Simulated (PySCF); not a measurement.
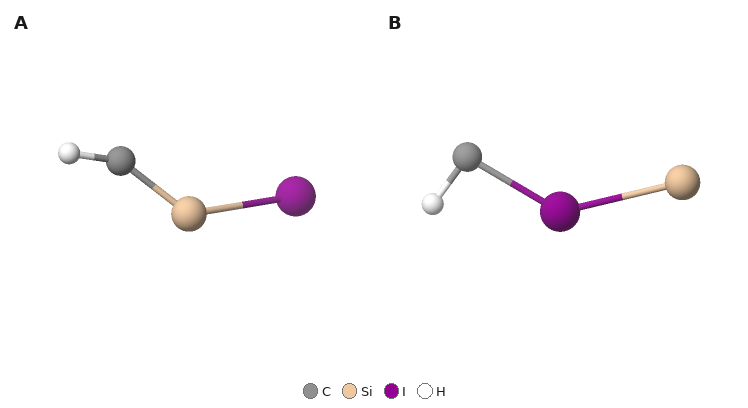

2 stationary structures of one formula. Geometries: PBE0-D4/def2-TZVP. Electronic energies: PBE0-D4/def2-TZVPP (PySCF 2.14.0), without zero-point energy. No frequency run is at hand to confirm each as a minimum.

### Rank them by energy, lowest first.

A is lowest (Cs); B lies 4.220 eV above it (Cs).

Give E(B) − E(A) in eV at these levels too: PBE-D4/def2-TZVPP; RHF-CCSD(T) (frozen core)/def2-TZVPP; B3LYP-D4/def2-TZVPP; r2SCAN-D4/def2-TZVPP; ωB97M-V/def2-TZVPP; PBE0-D4/def2-TZVP; PBE0-D4/def2-TZVPP.

```tsv
level	E(B) − E(A) (eV)
PBE-D4/def2-TZVPP	+3.766
RHF-CCSD(T) (frozen core)/def2-TZVPP	+3.892
B3LYP-D4/def2-TZVPP	+4.172
r2SCAN-D4/def2-TZVPP	+4.114
ωB97M-V/def2-TZVPP	+4.626
PBE0-D4/def2-TZVP	+4.218
PBE0-D4/def2-TZVPP	+4.220
```
